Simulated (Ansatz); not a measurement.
# GeAsH3 (triplet): from Hartree-Fock to the top rungs, cc-pVDZ

How much of the correlation energy of GeAsH3 (triplet) does each wave-function method recover here?

Computed with Ansatz 0.2.0, Gaussian basis. Level: cc-pVDZ, core rule «outside noble gas», up to 28 orbitals frozen.

To be run: UHF; CCSD(T) on ROHF; CCSD(T) on UHF; BCCD(T) on ROHF; CISD as a restricted active space (open shells left free, so some higher excitations enter); CCSDT(Q) on ROHF; CCSDT(Q) on UHF; CASSCF and NEVPT2, 12 electrons in 11 orbitals.

22 further runs of the same task are left out: 9 that didn't finish, 13 set aside as unsound or not needed. Runs told in other sessions of the task aren't counted.

## Step 1: What is computed

The geometry is a PBE0/def2-TZVP stationary point (not a proven minimum). No spin-orbit coupling is included. The filled d shell of Ge, As may be among the frozen orbitals whatever the setting's name suggests.

5 atoms, charge 0, spin multiplicity 3.

Atoms are counted from 1 here; the program's logs count them from 0.

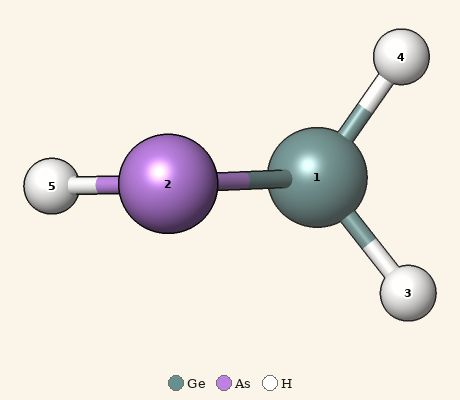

The geometry (germanium teal, arsenic purple, hydrogen white); atoms are numbered from 1 in the order of the file.

In the tables R marks a restricted open-shell determinant and U an unrestricted one; 'valence' is the active space of 12 electrons in 11 orbitals; energies count from the table's Hartree-Fock row.

## Step 2: UHF

Input file in.yaml:

```yaml
crystal:
  periodic: [false, false, false]
  atoms:
    - {symbol: Ge, position_ang: [0.000000, -0.056595, 1.214134]}
    - {symbol: As, position_ang: [0.000000, 0.056163, -1.206338]}
    - {symbol: H, position_ang: [-1.244560, 0.682142, 1.773873]}
    - {symbol: H, position_ang: [1.244554, 0.682153, 1.773873]}
    - {symbol: H, position_ang: [0.000006, -1.460284, -1.378912]}
basis:
  gaussian: {orbitals: cc-pVDZ}
magnetization: {spin_polarized: true, initial_magnetization: 2}
hamiltonian: {xc: hf}
output: {orbitals: {seedname: orbitals}}
```

Run with:

```
$ ansatz run in.yaml --threads 1 --pin off --events-out ev --progress --plain --max-ram 2393MiB
```

The program printed:

```text
Functional definition: HF
  name "HF"
  cite "Fock, Z. Phys. 61, 126 (1930) doi:10.1007/BF01340294"
  parent pbe
  exchange = exact_x
  correlation = 0
786 factors; integrals over basis functions are off by at most 1.3e-3 eV
mean field evaluation 1: about -117313.1829 eV, gradient 7.8e0 eV
mean field evaluation 2: about -117313.1856 eV, gradient 7.8e0 eV
mean field evaluation 4: about -117314.1369 eV, gradient 9.1e-1 eV
mean field evaluation 8: about -117314.1596 eV, gradient 6.3e-4 eV
mean field -117314.15960801 eV, -4311.2158472009 hartree, gradient 1.9e-5 eV, S^2 2.017740; 0 other end points of the search recorded, 0 dependent functions left out
reference -117314.15960801 eV, -4311.2158472009 hartree; 35, 33 occupied and 34, 36 virtual orbitals, 786 factors
Total energy: -117314.15960801 eV, -4311.2158472009 hartree
```

Run time: 1.9 s. Hardware: 1 thread of Arm Neoverse V2, shared host.

From the report: ⟨S²⟩ of the determinant 2.018 (pure triplet: 2.00).

## Step 3: CCSD(T) on ROHF

Edit in.yaml of step 2 so:

```diff
@@ -10,4 +10,3 @@
   gaussian: {orbitals: cc-pVDZ}
-magnetization: {spin_polarized: true, initial_magnetization: 2}
-hamiltonian: {xc: hf}
-output: {orbitals: {seedname: orbitals}}
+magnetization: {spin_polarized: false, initial_magnetization: 2}
+correlation: {method: ccsd_t, electrons: outside_noble_gas}
```

The command is unchanged.

The program printed, cut to the lines that bear on the results:

```text
Functional definition: HF
  name "HF"
  cite "Fock, Z. Phys. 61, 126 (1930) doi:10.1007/BF01340294"
  parent pbe
[...]
786 factors; integrals over basis functions are off by at most 1.3e-3 eV
[...]
mean field -117314.01544627 eV, -4311.2105493546 hartree, gradient 4.9e-6 eV, S^2 2.000000; 1 other end points of the search recorded, 0 dependent functions left out
determinant -117314.01544627 eV, -4311.2105493546 hartree, with singles and doubles -117319.85545412 eV, -4311.4251656849 hartree
determinant -117311.45835492 eV, -4311.1165779810 hartree, with singles and doubles -117317.30818760 eV, -4311.3315553666 hartree
28 core orbitals not correlated: weight in the atoms' cores, before any rotation towards them, 0.999 or more for the frozen orbitals, at most 0.000 for the correlated occupied ones
reference -117314.01544627 eV, -4311.2105493546 hartree; 7, 5 occupied and 34, 36 virtual orbitals, 786 factors
second order -4.70962889 eV of doubles, -0.08475494 eV of singles
cycle   1  -5.84010836 eV  change   -1.0e-4 eV  update   8.9e-4
[...]
cycle   7  -5.84031146 eV  change    4.7e-6 eV  update   3.7e-6
perturbative correction -0.15971323 eV, -0.0058693531 hartree
Total energy: -117320.01547095 eV, -4311.4310461949 hartree
```

It took 5.5 s on 1 thread of Arm Neoverse V2, shared host.

From the report: correlation -6.0000 eV; T1 0.022; largest double amplitude 0.06.

## Step 4: CCSD(T) on UHF

Edit in.yaml of step 3 so:

```diff
@@ -10,3 +10,3 @@
   gaussian: {orbitals: cc-pVDZ}
-magnetization: {spin_polarized: false, initial_magnetization: 2}
+magnetization: {spin_polarized: true, initial_magnetization: 2}
 correlation: {method: ccsd_t, electrons: outside_noble_gas}
```

Same command.

The program printed, cut to the lines that bear on the results:

```text
Functional definition: HF
  name "HF"
  cite "Fock, Z. Phys. 61, 126 (1930) doi:10.1007/BF01340294"
  parent pbe
[...]
786 factors; integrals over basis functions are off by at most 1.3e-3 eV
[...]
mean field -117314.15960801 eV, -4311.2158472009 hartree, gradient 6.5e-6 eV, S^2 2.017740; 1 other end points of the search recorded, 0 dependent functions left out
determinant -117314.15960801 eV, -4311.2158472009 hartree, with singles and doubles -117319.86484840 eV, -4311.4255109183 hartree
determinant -117311.63606379 eV, -4311.1231086614 hartree, with singles and doubles -117317.32198652 eV, -4311.3320624679 hartree
28 core orbitals not correlated: weight in the atoms' cores, before any rotation towards them, 0.999 or more for the frozen orbitals, at most 0.000 for the correlated occupied ones
reference -117314.15960801 eV, -4311.2158472009 hartree; 7, 5 occupied and 34, 36 virtual orbitals, 786 factors
second order -4.64367521 eV of doubles, -0.00000000 eV of singles
cycle   1  -5.70527133 eV  change   -3.1e-5 eV  update   7.5e-4
[...]
cycle   8  -5.70542954 eV  change    3.9e-6 eV  update   1.1e-6
perturbative correction -0.15637847 eV, -0.0057468026 hartree
Total energy: -117320.02141602 eV, -4311.4312646719 hartree
```

It took 6 s on 1 thread of Arm Neoverse V2, shared host.

From the report: ⟨S²⟩ of the determinant 2.018 (pure triplet: 2.00); correlation -5.8618 eV; T1 0.017; largest double amplitude 0.06.

## Step 5: BCCD(T) on ROHF

Edit in.yaml of step 4 so:

```diff
@@ -10,3 +10,3 @@
   gaussian: {orbitals: cc-pVDZ}
-magnetization: {spin_polarized: true, initial_magnetization: 2}
-correlation: {method: ccsd_t, electrons: outside_noble_gas}
+magnetization: {spin_polarized: false, initial_magnetization: 2}
+correlation: {method: bccd_t, electrons: outside_noble_gas}
```

Launched as before.

The program printed, cut to the lines that bear on the results:

```text
Functional definition: HF
  name "HF"
  cite "Fock, Z. Phys. 61, 126 (1930) doi:10.1007/BF01340294"
  parent pbe
[...]
786 factors; integrals over basis functions are off by at most 1.3e-3 eV
[...]
mean field -117314.01544627 eV, -4311.2105493546 hartree, gradient 4.9e-6 eV, S^2 2.000000; 1 other end points of the search recorded, 0 dependent functions left out
determinant -117314.01544627 eV, -4311.2105493546 hartree, with singles and doubles -117319.85545412 eV, -4311.4251656849 hartree
determinant -117311.45835492 eV, -4311.1165779810 hartree, with singles and doubles -117317.30818760 eV, -4311.3315553666 hartree
28 core orbitals not correlated: weight in the atoms' cores, before any rotation towards them, 0.999 or more for the frozen orbitals, at most 0.000 for the correlated occupied ones
reference -117314.01544627 eV, -4311.2105493546 hartree; 7, 5 occupied and 34, 36 virtual orbitals, 786 factors
second order -4.70962889 eV of doubles, -0.08475494 eV of singles
cycle   1  -5.83838219 eV  change    1.6e-3 eV  update   5.5e-3
[...]
cycle   8  -5.83654632 eV  change   -7.8e-7 eV  update   1.5e-5
perturbative correction -0.16422529 eV, -0.0060351683 hartree
Total energy: -117320.01621788 eV, -4311.4310736440 hartree
```

It took 6 s on 1 thread of Arm Neoverse V2, shared host.

From the report: correlation -6.0008 eV; largest double amplitude 0.06.

## Step 6: CISD as a restricted active space (open shells left free, so some higher excitations enter)

Edit in.yaml of step 5 so:

```diff
@@ -11,2 +11,2 @@
 magnetization: {spin_polarized: false, initial_magnetization: 2}
-correlation: {method: bccd_t, electrons: outside_noble_gas}
+correlation: {active_space: {ras: {orbitals: [5, 2, 34], electrons: 12, max_holes: 2, max_particles: 2}, fixed_orbitals: true}}
```

Same command.

The program printed:

```text
Functional definition: HF
  name "HF"
  cite "Fock, Z. Phys. 61, 126 (1930) doi:10.1007/BF01340294"
  parent pbe
  exchange = exact_x
  correlation = 0
786 factors; integrals over basis functions are off by at most 1.3e-3 eV
mean field evaluation 1: about -117313.1685 eV, gradient 9.3e0 eV
mean field evaluation 2: about -117313.1709 eV, gradient 9.3e0 eV
mean field evaluation 4: about -117314.0055 eV, gradient 8.8e-1 eV
mean field evaluation 8: about -117314.0154 eV, gradient 2.9e-3 eV
mean field -117314.01544627 eV, -4311.2105493546 hartree, gradient 4.9e-6 eV, S^2 2.000000; 0 other end points of the search recorded, 0 dependent functions left out
reference -117314.01544627 eV, -4311.2105493546 hartree; 35, 33 occupied and 34, 36 virtual orbitals, 786 factors
state -117319.37169849 eV, -4311.4073879932 hartree
Total energy: -117319.37169849 eV, -4311.4073879932 hartree
```

It took 4.1 s on 1 thread of Arm Neoverse V2, shared host.

From the report: 127,368 determinants.

## Step 7: CCSDT(Q) on ROHF

Edit in.yaml of step 6 so:

```diff
@@ -11,2 +11,2 @@
 magnetization: {spin_polarized: false, initial_magnetization: 2}
-correlation: {active_space: {ras: {orbitals: [5, 2, 34], electrons: 12, max_holes: 2, max_particles: 2}, fixed_orbitals: true}}
+correlation: {method: ccsdt_q, electrons: outside_noble_gas}
```

The command is unchanged.

The program printed, cut to the lines that bear on the results:

```text
Functional definition: HF
  name "HF"
  cite "Fock, Z. Phys. 61, 126 (1930) doi:10.1007/BF01340294"
  parent pbe
[...]
1396 factors; integrals over basis functions are off by at most 1.5e-7 eV
[...]
mean field -117314.01559266 eV, -4311.2105547346 hartree, gradient 6.2e-6 eV, S^2 2.000000; 1 other end points of the search recorded, 0 dependent functions left out
[...]
determinant -117314.01559266 eV, -4311.2105547346 hartree, with singles and doubles -117319.85560431 eV, -4311.4251712040 hartree
determinant -117311.45850183 eV, -4311.1165833796 hartree, with singles and doubles -117317.30833979 eV, -4311.3315609596 hartree
28 core orbitals not correlated: weight in the atoms' cores, before any rotation towards them, 0.999 or more for the frozen orbitals, at most 0.000 for the correlated occupied ones
reference -117314.01559266 eV, -4311.2105547346 hartree; 7, 5 occupied and 34, 36 virtual orbitals, 1396 factors
second order -4.70966554 eV of doubles, -0.08475480 eV of singles
cycle   1  -5.54670036 eV  change   -7.5e-1 eV  update   7.9e-2
[...]
cycle  16  -6.03160068 eV  change    7.9e-7 eV  update   8.7e-7
perturbative correction -0.00779590 eV, -0.0002864939 hartree
Total energy: -117320.05498924 eV, -4311.4324984650 hartree
```

Run time: 41 s. Hardware: 1 thread of Arm Neoverse V2, shared host; peak memory 0.68 GiB.

From the report: correlation -6.0394 eV; T1 0.023; largest double amplitude 0.07.

## Step 8: CCSDT(Q) on UHF

Edit in.yaml of step 7 so:

```diff
@@ -10,3 +10,3 @@
   gaussian: {orbitals: cc-pVDZ}
-magnetization: {spin_polarized: false, initial_magnetization: 2}
+magnetization: {spin_polarized: true, initial_magnetization: 2}
 correlation: {method: ccsdt_q, electrons: outside_noble_gas}
```

Same command.

The program printed, cut to the lines that bear on the results:

```text
Functional definition: HF
  name "HF"
  cite "Fock, Z. Phys. 61, 126 (1930) doi:10.1007/BF01340294"
  parent pbe
[...]
1396 factors; integrals over basis functions are off by at most 1.5e-7 eV
[...]
mean field -117314.15975440 eV, -4311.2158525807 hartree, gradient 6.3e-6 eV, S^2 2.017740; 1 other end points of the search recorded, 0 dependent functions left out
determinant -117314.15975440 eV, -4311.2158525807 hartree, with singles and doubles -117319.86499907 eV, -4311.4255164553 hartree
determinant -117311.63621117 eV, -4311.1231140776 hartree, with singles and doubles -117317.32213846 eV, -4311.3320680515 hartree
28 core orbitals not correlated: weight in the atoms' cores, before any rotation towards them, 0.999 or more for the frozen orbitals, at most 0.000 for the correlated occupied ones
reference -117314.15975440 eV, -4311.2158525807 hartree; 7, 5 occupied and 34, 36 virtual orbitals, 1396 factors
second order -4.64371152 eV of doubles, -0.00000000 eV of singles
cycle   1  -5.40004567 eV  change   -7.6e-1 eV  update   8.0e-2
[...]
cycle  16  -5.89386090 eV  change    7.4e-7 eV  update   9.2e-7
perturbative correction -0.00794777 eV, -0.0002920752 hartree
Total energy: -117320.06156307 eV, -4311.4327400490 hartree
```

Run time: 36 s. Hardware: 1 thread of Arm Neoverse V2, shared host; peak memory 0.55 GiB.

From the report: ⟨S²⟩ of the determinant 2.018 (pure triplet: 2.00); correlation -5.9018 eV; T1 0.018; largest double amplitude 0.07.

## Step 9: CASSCF and NEVPT2, 12 electrons in 11 orbitals

Edit in.yaml of step 8 so:

```diff
@@ -10,3 +10,3 @@
   gaussian: {orbitals: cc-pVDZ}
-magnetization: {spin_polarized: true, initial_magnetization: 2}
-correlation: {method: ccsdt_q, electrons: outside_noble_gas}
+magnetization: {spin_polarized: false, initial_magnetization: 2}
+correlation: {method: sc_nevpt2, electrons: outside_noble_gas, active_space: {window: {electrons: 12, orbitals: 11}, shells: [{species: As, l: s, shell: 4}, {species: As, l: p, shell: 4}, {species: Ge, l: s, shell: 4}, {species: Ge, l: p, shell: 4}, {species: H, l: s, shell: 1}]}}
```

The command is unchanged.

The program printed:

```text
Functional definition: HF
  name "HF"
  cite "Fock, Z. Phys. 61, 126 (1930) doi:10.1007/BF01340294"
  parent pbe
  exchange = exact_x
  correlation = 0
1396 factors; integrals over basis functions are off by at most 1.5e-7 eV
mean field evaluation 1: about -117313.1463 eV, gradient 9.2e0 eV
mean field evaluation 2: about -117313.1699 eV, gradient 9.3e0 eV
mean field evaluation 4: about -117314.0048 eV, gradient 8.8e-1 eV
mean field evaluation 8: about -117314.0141 eV, gradient 2.7e-1 eV
mean field -117314.01559266 eV, -4311.2105547346 hartree, gradient 6.2e-6 eV, S^2 2.000000; 0 other end points of the search recorded, 0 dependent functions left out
reference -117314.01559266 eV, -4311.2105547346 hartree; 35, 33 occupied and 34, 36 virtual orbitals, 1396 factors
state -117315.84150108 eV, -4311.2776556312 hartree
state -117315.84150108 eV, -4311.2776556312 hartree; corrected -117319.00626174 eV, -4311.3939584404 hartree
Total energy: -117319.00626174 eV, -4311.3939584404 hartree
Checks for a lower state left out: starts, orbital_swaps
```

Run time: 19 s. Hardware: 1 thread of Arm Neoverse V2, shared host; peak memory 0.34 GiB.

From the report: 106,624 determinants; active occupations 1.99, 1.98, 1.97, 1.97, 1.96, 1.00, 1.00, 0.04, 0.03, 0.02, 0.02.

## Step 10: Natural occupations

Natural occupations of the CASSCF valence state about the gap (report; correlated orbitals 3 to 11): 1.969, 1.969, 1.965, 1.004, 1.001, 0.038, 0.033, 0.024, 0.023. The count of effectively unpaired electrons, Σ n²(2 − n)², is 2.03; a single determinant of this spin has 2.

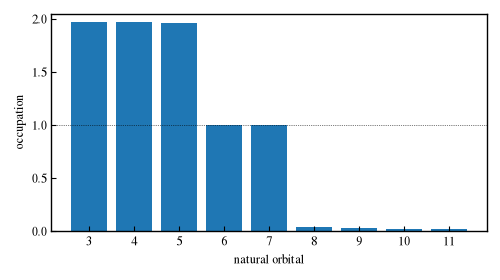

Natural occupations of the CASSCF valence state.

## Step 11: All levels against the top one

The yardstick is UCCSDT(Q), where the cluster series has nearly closed. Rows without a time are mean-field rows or come out of runs for another level: lower rungs of the coupled-cluster runs, CASSCF and MRCISD of the multireference runs, or the Hartree-Fock search.

Differences are taken before rounding.

```tsv
method	energy from the lowest ROHF (kcal/mol)	from UCCSDT(Q) (kcal/mol)	time
ROHF	0.00	+139.43	
UHF	-3.32	+136.10	
RMP2	-110.56	+28.87	
UMP2	-110.41	+29.02	
CISD	-123.52	+15.91	4.1 s
RCCSD	-134.68	+4.75	
UCCSD	-134.89	+4.53	
RCCSD(T)	-138.36	+1.06	5.5 s
UCCSD(T)	-138.50	+0.93	6 s
BCCD(T)	-138.38	+1.05	6 s
RCCSDT	-139.10	+0.33	
UCCSDT	-139.24	+0.18	
RCCSDT(Q)	-139.28	+0.15	41 s
UCCSDT(Q)	-139.43	0	36 s
CASSCF valence	-42.11	+97.32	
NEVPT2 valence	-115.09	+24.34	19 s
```

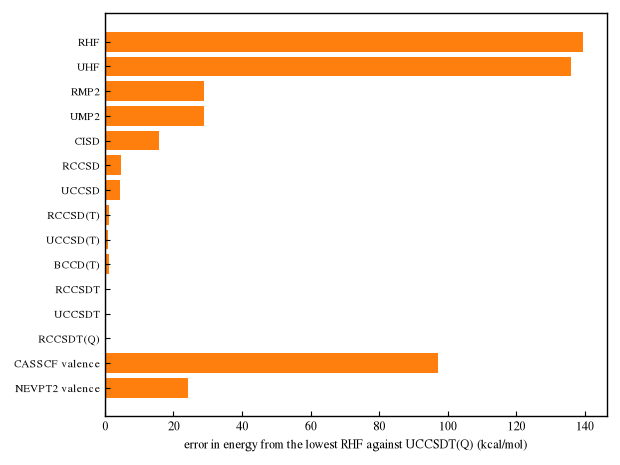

How far each level lands from UCCSDT(Q).

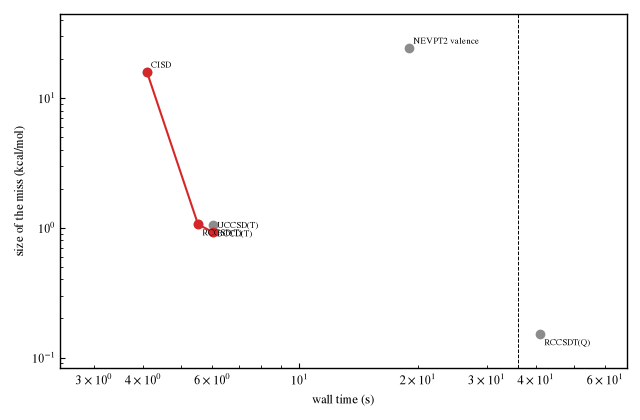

Accuracy for the time spent; red marks the levels that beat every quicker one drawn (of those quicker than the yardstick), and the dashed line is the time of UCCSDT(Q). Times are from a shared host.

With the free atoms at the same levels and basis (separate runs), the atomisation energy is 9.486 eV at UCCSDT(Q), 9.481 eV at RCCSD(T), 9.461 eV at UCCSD(T), 7.030 eV at ROHF.

## Step 12: Outcome

| quantity | value |
| --- | --- |
| UCCSDT(Q) from the ROHF energy | -6.0461 eV |
| RMP2 from UCCSDT(Q) | +28.87 kcal/mol |
| UMP2 from UCCSDT(Q) | +29.02 kcal/mol |
| RCCSD from UCCSDT(Q) | +4.75 kcal/mol |
| RCCSD(T) from UCCSDT(Q) | +1.06 kcal/mol |
| UCCSD(T) from UCCSDT(Q) | +0.93 kcal/mol |
| RCCSDT(Q) from UCCSDT(Q) | +0.15 kcal/mol |
| NEVPT2 valence from UCCSDT(Q) | +24.34 kcal/mol |
| levels within 1 kcal/mol (43 meV) | UCCSD(T), RCCSDT, UCCSDT, RCCSDT(Q) |
| T1 diagnostic | 0.022 |
| effectively unpaired electrons | 2.03 |

RCCSD(T) lands +1.06 kcal/mol from the yardstick (0.8 % of the correlation energy). One determinant dominates. These misses are within one basis, not against nature; the frozen cores of restricted and unrestricted runs differ, which can shift their rows.

With open shells the CI space here admits some higher excitations, so it is larger than plain CISD.

UCCSD(T) reaches 0.93 kcal/mol from the reference in 6 s, where UCCSDT(Q) took 36 s; the quickest level in the cost chart, CISD, takes 4.1 s and misses by 15.91 kcal/mol.
